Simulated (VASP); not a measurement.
# MnS (Rambergite): structure and properties in VASP, part 3 of 7

What structure does MnS (Rambergite) take at this level, and what are its properties? The start is a cell from a database of measured crystal structures.

VASP 6.6.1, plane waves and PAW; the level of theory is named at each step.

So far, gap on the k-mesh (eV): step 2 (magnetic order: ferromagnetic) 0.747; step 3 (magnetic order: antiferromagnetic within the cell) 1.63.

The database entry behind the starting cell differs from later determinations by our own check (about 0.3 % short against later determinations), so it need not match the best structure at ambient conditions.

## Step 5: Magnetic order: antiferromagnetic, q = (1/2, 1/2, 1/2)

Level of this step: r2SCAN, spin-polarised from an antiferromagnetic start; plane waves and PAW (Mn_pv, S) (VASP).

Next, a pattern with opposite moments, which needs a doubled cell; q is given in the reciprocal vectors of the primitive cell.

INCAR reads:

```
SYSTEM = MnS
PREC = Accurate
ENCUT = 400
EDIFF = 1E-06
NELM = 100
ISMEAR = 0
SIGMA = 0.05
LREAL = .FALSE.
ALGO = Normal
METAGGA = R2SCAN
LASPH = .TRUE.
NBANDS = 51
ISPIN = 2
MAGMOM = 4 -4 4 -4 0 0 0 0
LMAXMIX = 4
LORBIT = 11
LWAVE = .FALSE.
LCHARG = .FALSE.
KPAR = 8
ISIF = 2
```

POSCAR reads:

```
MnS
1.0
    7.9520000000      0.0000000000      0.0000000000
    1.9880000000      3.4433170054      0.0000000000
    3.9760000000      0.0000000000      6.4320000000
Mn S
4 4
Direct
    0.8333333333      0.6666666667      0.0000000000
    0.3333333333      0.6666666667      0.0000000000
    0.9166666667      0.3333333333      0.5000000000
    0.4166666667      0.3333333333      0.5000000000
    0.6408333333      0.6666666667      0.3850000000
    0.1408333333      0.6666666667      0.3850000000
    0.7241666667      0.3333333333      0.8850000000
    0.2241666667      0.3333333333      0.8850000000
```

KPOINTS reads:

```
Automatic mesh
0
Gamma
7 7 7
0 0 0
```

PAW data sets: Mn_pv and S (PBE family, release 64).

Started as:

```
> mpirun -np 8 vasp_std
```

The log of the run:

```text
[... set-up lines as in an earlier step ...]
 entering main loop
       N       E                     dE             d eps       ncg     rms          rms(c)
DAV:   1     0.699548890982E+03    0.69955E+03   -0.37254E+04 23688   0.132E+03
DAV:   2    -0.402219636195E+02   -0.73977E+03   -0.70670E+03 21111   0.402E+02
DAV:   3    -0.115200436801E+03   -0.74978E+02   -0.73147E+02 26012   0.129E+02
DAV:   4    -0.118207641670E+03   -0.30072E+01   -0.29920E+01 24954   0.242E+01
DAV:   5    -0.118269156414E+03   -0.61515E-01   -0.61470E-01 24722   0.420E+00    0.215E+01
DAV:   6    -0.996770885047E+02    0.18592E+02   -0.67501E+01 25656   0.598E+01    0.276E+01
DAV:   7    -0.100247564942E+03   -0.57048E+00   -0.52620E+00 22072   0.163E+01    0.158E+01
DAV:   8    -0.100131896304E+03    0.11567E+00   -0.81688E-01 25172   0.847E+00    0.931E+00
DAV:   9    -0.100159354416E+03   -0.27458E-01   -0.44399E-01 24202   0.435E+00    0.164E+00
DAV:  10    -0.100153641106E+03    0.57133E-02   -0.95445E-02 24456   0.284E+00    0.579E-01
DAV:  11    -0.100157207710E+03   -0.35666E-02   -0.11683E-02 24272   0.487E-01    0.267E-01
DAV:  12    -0.100158011657E+03   -0.80395E-03   -0.16406E-03 22651   0.286E-01    0.134E-01
DAV:  13    -0.100158388074E+03   -0.37642E-03   -0.58293E-04 21728   0.122E-01    0.121E-01
DAV:  14    -0.100158407880E+03   -0.19806E-04   -0.14929E-05 23277   0.212E-02    0.855E-02
DAV:  15    -0.100158440311E+03   -0.32431E-04   -0.75205E-05 22919   0.539E-02    0.196E-02
DAV:  16    -0.100158437993E+03    0.23185E-05   -0.89804E-06 20026   0.188E-02    0.928E-03
DAV:  17    -0.100158434624E+03    0.33686E-05   -0.51684E-07 12042   0.409E-03    0.235E-03
DAV:  18    -0.100158432374E+03    0.22499E-05   -0.86532E-08 11559   0.173E-03    0.137E-03
DAV:  19    -0.100158430979E+03    0.13955E-05   -0.68210E-08 11418   0.179E-03    0.642E-04
DAV:  20    -0.100158430372E+03    0.60680E-06   -0.11684E-08 11292   0.733E-04
   1 F= -.10015843E+03 E0= -.10015843E+03  d E =-.718701E-14  mag=    -0.0000
```

Run time: 11 min. Hardware: 8 MPI ranks of AMD EPYC 9R45, shared host; peak memory 7.2 GiB; 82 min of CPU time.

OUTCAR, selected parts (step 5):

```text
   k-points           NKPTS =    100   k-points in BZ     NKDIM =    100   number of bands    NBANDS=     51

   ENCUT  =  400.0 eV  29.40 Ry    5.42 a.u.  12.97  6.48 12.33*2*pi/ulx,y,z

   NELECT =      76.0000    total number of electrons

 E-fermi :   3.7199

 spin component 1
 k-point     1 :       0.0000    0.0000    0.0000
  band No.  band energies     occupation
    ...
     34       2.6554      1.00000
     35       2.8564      1.00000
     36       2.9010      1.00000
     37       3.4083      1.00000
     38       3.4560      1.00000
     39       5.8972      0.00000
     40       6.0285      0.00000
     41       6.1358      0.00000
     42       6.2506      0.00000
     43       6.4501      0.00000
    ...

 k-point     2 :       0.1429   -0.0000    0.0000
  band No.  band energies     occupation
    ...
     34       2.5627      1.00000
     35       2.7788      1.00000
     36       2.8861      1.00000
     37       3.4212      1.00000
     38       3.4450      1.00000
     39       5.9724      0.00000
     40       6.0835      0.00000
     41       6.1438      0.00000
     42       6.3064      0.00000
     43       6.4549      0.00000
    ...

  Total       -1.7521557     -0.9322364     -2.6132225      0.7100710     -0.2653569      0.4596907
  in kB      -15.9398368     -8.4808076    -23.7731956      6.4597087     -2.4140241      4.1819311
  external PRESSURE =     -16.0646133 kB  Pullay stress =       0.0000000 kB

 POSITION                                       TOTAL-FORCE (eV/Angst)
 -----------------------------------------------------------------------------------
      7.95200      2.29554      0.00000         0.171584     -0.099064      0.235212
      3.97600      2.29554      0.00000         0.171584     -0.099064      0.235212
      9.94000      1.14777      3.21600        -0.016246      0.009380      0.145558
      5.96400      1.14777      3.21600        -0.016246      0.009380      0.145558
      7.95200      2.29554      2.47632         0.018664     -0.010776     -0.207946
      3.97600      2.29554      2.47632         0.018664     -0.010776     -0.207946
      9.94000      1.14777      5.69232        -0.174001      0.100460     -0.172823
      5.96400      1.14777      5.69232        -0.174001      0.100460     -0.172823
 -----------------------------------------------------------------------------------
    total drift:                               -0.038528      0.023933     -0.000195

  FREE ENERGIE OF THE ION-ELECTRON SYSTEM (eV)
  ---------------------------------------------------
  free  energy   TOTEN  =      -100.1584303717 eV

  energy  without entropy=     -100.1584303717  energy(sigma->0) =     -100.15843037

 magnetization (x)
# of ion       s       p       d       tot
------------------------------------------
    1        0.031   0.046   4.261   4.338
    2       -0.031  -0.046  -4.261  -4.338
    3        0.031   0.046   4.262   4.340
    4       -0.031  -0.046  -4.262  -4.340
    5        0.000  -0.000   0.000   0.000
    6       -0.000   0.000   0.000  -0.000
    7        0.006   0.025   0.000   0.030
    8       -0.006  -0.025   0.000  -0.030
--------------------------------------------------
tot          0.000   0.000   0.000   0.000

[... 15 further parts left out ...]
```

Numbers from this step:

- irreducible k-points: 100
- symmetry operations: 2
- free energy (TOTEN): -100.1584 eV
- Fermi energy: 3.720 eV
- pressure: -1.606 GPa
- valence top at k: 0.4286, 0, 0
- conduction bottom at k: 0, -0.4286, 0.4286
- least direct gap at k: -0.1429, 0, -0.2857
- gap on the k-mesh: 2.17 eV
- least direct gap on the k-mesh: 2.419 eV

Spin moment in the PAW sphere by atom:

```csv
atom,spin moment in the PAW sphere (μB)
Mn1,4.34
Mn2,-4.34
Mn3,4.34
Mn4,-4.34
S5,0.00
S6,0.00
S7,0.03
S8,-0.03
```

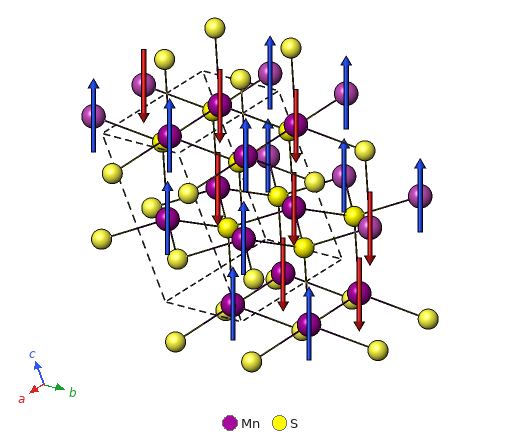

Spin moment in the PAW sphere as arrows, the longest 4.34 μB. Up and down stand for the sign. Arrows give size and sign along the axis of quantisation, drawn up and down the page. The two directions have two colours. 1×2×1 cells are drawn. Some periodic images of atoms are drawn too.

Force by atom:

```csv
atom,x (eV/Å),y (eV/Å),z (eV/Å),size
Mn1,0.172,-0.099,0.235,0.308
Mn2,0.172,-0.099,0.235,0.308
Mn3,-0.016,0.009,0.146,0.147
Mn4,-0.016,0.009,0.146,0.147
S5,0.019,-0.011,-0.208,0.209
S6,0.019,-0.011,-0.208,0.209
S7,-0.174,0.100,-0.173,0.265
S8,-0.174,0.100,-0.173,0.265
```

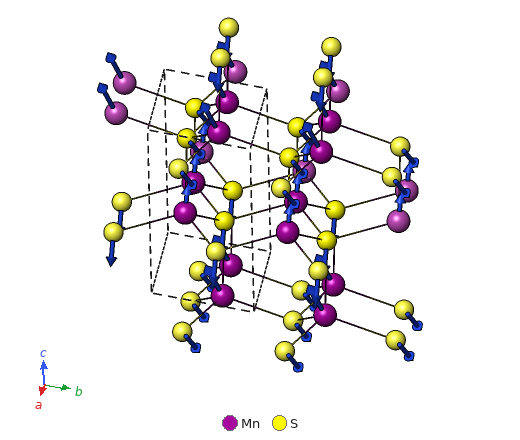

Force as arrows, the longest 0.308 eV/Å. 1×2×1 cells are drawn. Some periodic images of atoms are drawn too.

The energy lies -76.9 meV an atom from the first pattern. The run ends antiferromagnetic with a largest moment of 4.34 μB, and the mesh shows a gap of 2.17 eV.

## Step 6: Magnetic order: antiferromagnetic, q = (1/2, 1/2, 0)

Next, a pattern with opposite moments, which needs a doubled cell; q is given in the reciprocal vectors of the primitive cell.

INCAR is that of step 5.

POSCAR reads:

```
MnS
1.0
    7.9520000000      0.0000000000      0.0000000000
    1.9880000000      3.4433170054      0.0000000000
    0.0000000000      0.0000000000      6.4320000000
Mn S
4 4
Direct
    0.8333333333      0.6666666667      0.0000000000
    0.3333333333      0.6666666667      0.0000000000
    0.1666666667      0.3333333333      0.5000000000
    0.6666666667      0.3333333333      0.5000000000
    0.8333333333      0.6666666667      0.3850000000
    0.3333333333      0.6666666667      0.3850000000
    0.1666666667      0.3333333333      0.8850000000
    0.6666666667      0.3333333333      0.8850000000
```

KPOINTS reads:

```
Automatic mesh
0
Gamma
7 7 4
0 0 0
```

Started as:

```
> mpirun -np 8 vasp_std
```

The log of the run:

```text
[... set-up lines as in an earlier step ...]
 entering main loop
       N       E                     dE             d eps       ncg     rms          rms(c)
DAV:   1     0.700608747140E+03    0.70061E+03   -0.37026E+04 11392   0.131E+03
DAV:   2    -0.396798167695E+02   -0.74029E+03   -0.70728E+03 10094   0.402E+02
DAV:   3    -0.115238411649E+03   -0.75559E+02   -0.73772E+02 12509   0.129E+02
DAV:   4    -0.118314997283E+03   -0.30766E+01   -0.30627E+01 11933   0.243E+01
DAV:   5    -0.118378288783E+03   -0.63292E-01   -0.63252E-01 11893   0.421E+00    0.214E+01
DAV:   6    -0.997799882851E+02    0.18598E+02   -0.68361E+01 12208   0.601E+01    0.277E+01
DAV:   7    -0.100332579086E+03   -0.55259E+00   -0.52530E+00 10654   0.162E+01    0.158E+01
DAV:   8    -0.100199116957E+03    0.13346E+00   -0.84778E-01 12057   0.874E+00    0.938E+00
DAV:   9    -0.100223233690E+03   -0.24117E-01   -0.45870E-01 11598   0.449E+00    0.171E+00
DAV:  10    -0.100216569786E+03    0.66639E-02   -0.95652E-02 11651   0.282E+00    0.590E-01
DAV:  11    -0.100219883706E+03   -0.33139E-02   -0.11441E-02 11744   0.485E-01    0.272E-01
DAV:  12    -0.100220638372E+03   -0.75467E-03   -0.15188E-03 11131   0.293E-01    0.136E-01
DAV:  13    -0.100221011746E+03   -0.37337E-03   -0.62887E-04 10407   0.134E-01    0.116E-01
DAV:  14    -0.100221023341E+03   -0.11595E-04   -0.17518E-05 10956   0.235E-02    0.852E-02
DAV:  15    -0.100221043203E+03   -0.19862E-04   -0.10070E-04 11609   0.573E-02    0.253E-02
DAV:  16    -0.100221035251E+03    0.79521E-05   -0.10816E-05  9563   0.226E-02    0.979E-03
DAV:  17    -0.100221034321E+03    0.93078E-06   -0.11171E-06  5691   0.443E-03
   1 F= -.10022103E+03 E0= -.10022103E+03  d E =-.124328E-16  mag=    -0.0000
```

Elapsed: 3.9 min, on 8 MPI ranks; peak memory 4.4 GiB; 29 min of CPU time.

OUTCAR, selected parts (step 6):

```text
   k-points           NKPTS =     48   k-points in BZ     NKDIM =     48   number of bands    NBANDS=     51

   ENCUT  =  400.0 eV  29.40 Ry    5.42 a.u.  12.97  6.48 10.49*2*pi/ulx,y,z

   NELECT =      76.0000    total number of electrons

 E-fermi :   3.5348

 spin component 1
 k-point     1 :       0.0000    0.0000    0.0000
  band No.  band energies     occupation
    ...
     34       2.5616      1.00000
     35       2.8287      1.00000
     36       2.8989      1.00000
     37       3.1539      1.00000
     38       3.1646      1.00000
     39       5.7112      0.00000
     40       6.1327      0.00000
     41       6.2141      0.00000
     42       6.3364      0.00000
     43       6.3839      0.00000
    ...

 k-point     2 :       0.1429    0.0000    0.0000
  band No.  band energies     occupation
    ...
     34       2.5036      1.00000
     35       2.8027      1.00000
     36       2.9015      1.00000
     37       3.1009      1.00000
     38       3.2091      1.00000
     39       5.7429      0.00000
     40       6.2102      0.00000
     41       6.2119      0.00000
     42       6.3384      0.00000
     43       6.4189      0.00000
    ...

  Total       -1.8163134     -1.3768963     -3.0547634      0.3805464      0.0000000      0.0000000
  in kB      -16.5234962    -12.5259994    -27.7900123      3.4619338      0.0000000      0.0000000
  external PRESSURE =     -18.9465026 kB  Pullay stress =       0.0000000 kB

 POSITION                                       TOTAL-FORCE (eV/Angst)
 -----------------------------------------------------------------------------------
      7.95200      2.29554      0.00000         0.020312     -0.011727      0.244638
      3.97600      2.29554      0.00000         0.020312     -0.011727      0.244638
      1.98800      1.14777      3.21600        -0.020312      0.011727      0.244638
      5.96400      1.14777      3.21600        -0.020312      0.011727      0.244638
      7.95200      2.29554      2.47632         0.047858     -0.027631     -0.244638
      3.97600      2.29554      2.47632         0.047858     -0.027631     -0.244638
      1.98800      1.14777      5.69232        -0.047858      0.027631     -0.244638
      5.96400      1.14777      5.69232        -0.047858      0.027631     -0.244638
 -----------------------------------------------------------------------------------
    total drift:                               -0.000001      0.000000      0.028374

  FREE ENERGIE OF THE ION-ELECTRON SYSTEM (eV)
  ---------------------------------------------------
  free  energy   TOTEN  =      -100.2210343206 eV

  energy  without entropy=     -100.2210343206  energy(sigma->0) =     -100.22103432

 magnetization (x)
# of ion       s       p       d       tot
------------------------------------------
    1        0.029   0.044   4.252   4.326
    2       -0.029  -0.044  -4.252  -4.326
    3        0.029   0.044   4.252   4.326
    4       -0.029  -0.044  -4.252  -4.326
    5        0.000   0.000   0.000   0.000
    6       -0.000  -0.000   0.000  -0.000
    7        0.000   0.000   0.000   0.000
    8       -0.000  -0.000   0.000  -0.000
--------------------------------------------------
tot          0.000   0.000   0.000   0.000

[... 2 parts as in an earlier step ...]

[... 13 further parts left out ...]
```

Numbers from this step:

```yaml
electronic_cycles: 17
irreducible_k_points: 48
symmetry_operations: 4
free_energy_toten: -100.2210 eV
fermi_energy: 3.535 eV
pressure: -1.895 GPa
conduction_bottom_at_k: 0, 0.4286, 0
least_direct_gap_at_k: 0.1429, 0, 0
gap_on_the_k_mesh: 2.437 eV
least_direct_gap_on_the_k_mesh: 2.534 eV
```

Spin moment in the PAW sphere by atom:

```csv
atom,spin moment in the PAW sphere (μB)
Mn1,4.33
Mn2,-4.33
Mn3,4.33
Mn4,-4.33
S5,0.00
S6,0.00
S7,0.00
S8,0.00
```

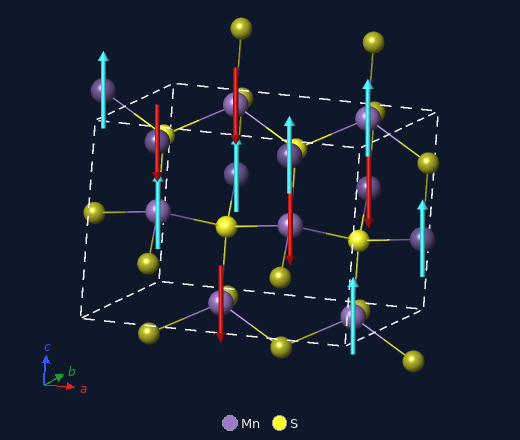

Spin moment in the PAW sphere as arrows, the longest 4.33 μB. Up and down stand for the sign. Arrows give size and sign along the axis of quantisation, drawn up and down the page. The two directions have two colours. Some periodic images of atoms are drawn too.

Force by atom:

```csv
atom,x (eV/Å),y (eV/Å),z (eV/Å),size
Mn1,0.020,-0.012,0.245,0.246
Mn2,0.020,-0.012,0.245,0.246
Mn3,-0.020,0.012,0.245,0.246
Mn4,-0.020,0.012,0.245,0.246
S5,0.048,-0.028,-0.245,0.251
S6,0.048,-0.028,-0.245,0.251
S7,-0.048,0.028,-0.245,0.251
S8,-0.048,0.028,-0.245,0.251
```

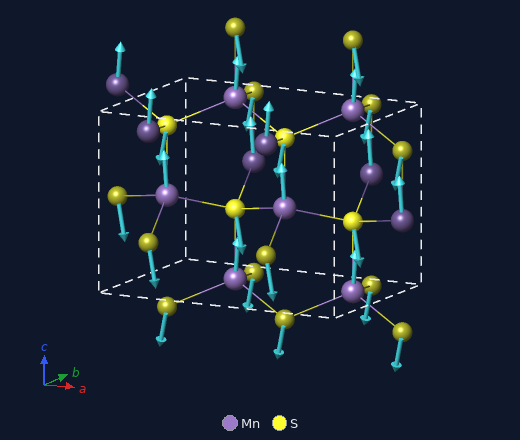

Force as arrows, the longest 0.251 eV/Å. Some periodic images of atoms are drawn too.

The energy lies -84.7 meV an atom from the first pattern. The run ends antiferromagnetic with a largest moment of 4.33 μB, and the mesh shows a gap of 2.44 eV.

## Step 7: The orders side by side

This step: collinear orders at r2SCAN; plane waves and PAW (VASP 6.6.1).

No new run; the numbers come from the runs before.

Patterns, by row:

```csv
start,atoms,energy less that of the first (meV/atom),largest site moment (μB),end state
ferromagnetic,4,0,4.47,ferromagnetic
antiferromagnetic within the cell,4,-52.7,4.38,antiferromagnetic
"antiferromagnetic, q = (0, 0, 1/2)",8,-30,4.41,antiferromagnetic
"antiferromagnetic, q = (1/2, 1/2, 1/2)",8,-76.9,4.34,antiferromagnetic
"antiferromagnetic, q = (1/2, 1/2, 0)",8,-84.7,4.33,antiferromagnetic
```

The session goes on in the lowest magnetic state found: antiferromagnetic, q = (1/2, 1/2, 0). The next one lies 7.8 meV an atom higher.

[end of part 3 of 7]

[Lines on the potential files, build, host, timing and source positions are cut from VASP's logs without a mark.]

[Logs are printed without paths, hosts, clocks, repeated set-up lines and the standing remarks that a program may print on its own settings, such as how far it seeks lower states.]

[Hosts, paths, dates, database ids (printed as entryN), source tags and the programs' standing remarks are cut or masked in the printed files.]

[A measured line is paired with the nearest computed mode of its activity, which favours agreement.]

[In band tables of VASP the shares of atoms and orbitals are scaled to a sum of 1 inside the atoms' spheres.]
